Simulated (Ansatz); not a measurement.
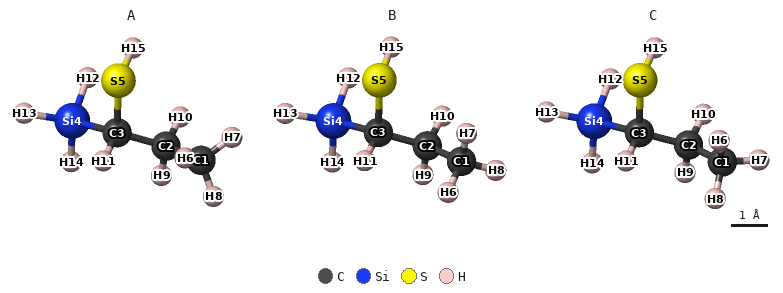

3 geometries from a converged minimum-energy path of C$_{3}$H$_{10}$SSi, shuffled. The picture is a ball-and-stick view, seen from a free direction.

The calculation used RKS PBE0/6-31G (Ansatz). Settings: 5 movable images; climbing image; force threshold 0.03 eV/Å; iteration limit 48; starting path by image-dependent pair potential.

> Which frame is the top of the path?

A. In order along the path, whose images run from 0 to 6: C (image 1, +0.58 kcal/mol), A (image 3, +2.83 kcal/mol), B (image 6, 0.00 kcal/mol). The motion is a rotation about the C1–C2 bond by about 120°. No bond forms or breaks between the ends.
